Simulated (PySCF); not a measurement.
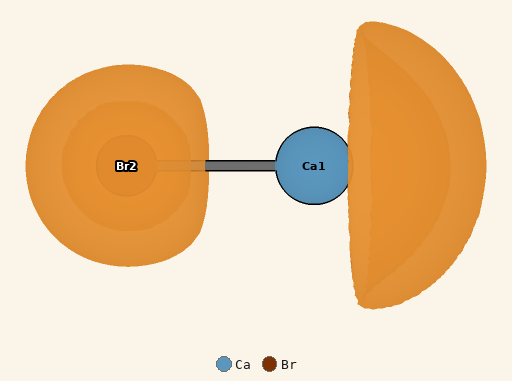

Figure 1: CaBr (doublet). Isosurface of the ELF at 0.75 (orange), seen from one side. Core shells and regions of very low density are left out.

Theory: PySCF, PBE0/def2-SVP, non-relativistic Hamiltonian with scalar-relativistic core potentials where named, at a bond length of 2.592 Å.

```xyz
2

Ca    0.0000    0.0000   -1.7207
Br    0.0000    0.0000    0.8713
```

> Where are the electrons localised?

At this value the surface marks out one region wrapped around Br (its valence shell) and one region wrapped around Ca (its valence shell). Along the contacts the grid gives the following. Ca–Br (2.59 Å): the ELF peaks at about 0.80 in the valence shell of Br, 1.0 Å from its nucleus, and is about 0.35 at the midpoint: an ionic contact with no shared pair.
